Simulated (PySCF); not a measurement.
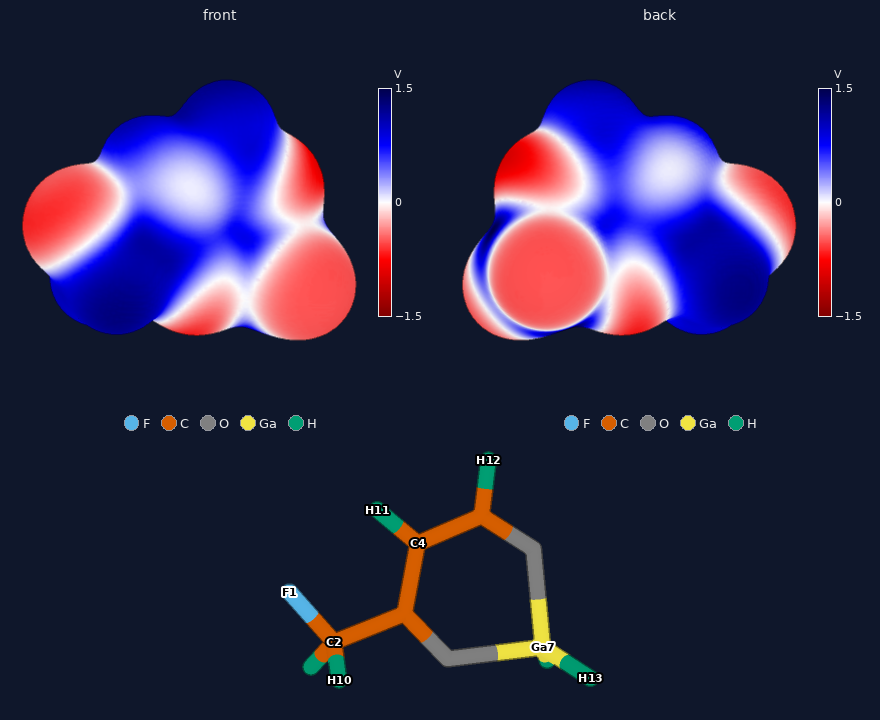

The picture shows: C4H6FGaO2 (SMILES FCC1=CC=[O+][GaH2-][O]1). The molecular electrostatic potential painted on the density surface at 0.002 e/bohr³, seen from the front and from behind; red is negative and blue positive. The bare structure is drawn below in the same view.

Geometry: GFN2-xTB.

The calculation used B3LYP/def2-SVPD, SCF density, gas phase in PySCF 2.14.0.

Input file:

```
{"job": {"kind": "uv", "xc": "B3LYP", "basis": "def2-SVPD", "nstates": 8, "ntriplets": 3}, "charge": 0, "multiplicity": 1}
F      2.988520     0.190116     0.134176
C      2.016625    -0.692548     0.506240
C      0.624444    -0.212654     0.152691
C      0.450182     1.015707    -0.474959
C     -0.812638     1.484694    -0.807126
O     -1.913139     0.898046    -0.592236
Ga    -2.226664    -0.827410     0.235607
O     -0.313583    -1.012168     0.475232
H      2.094798    -0.836180     1.590714
H      2.221848    -1.643950     0.001304
H      1.315052     1.612535    -0.709523
H     -0.877845     2.461648    -1.305126
H     -2.690502    -1.821106    -0.838575
H     -2.877777    -0.617204     1.609415
```

Launched as:

```sh
OMP_NUM_THREADS=1 python probes_run.py task.json out
```

Which sites attract a positive test charge, and which a negative one?

Answer. A positive charge is drawn to the negative regions and a negative charge to the positive ones. The most negative region (about −0.9 V) lies over O6, the most positive (about +1.4 V) over Ga7.
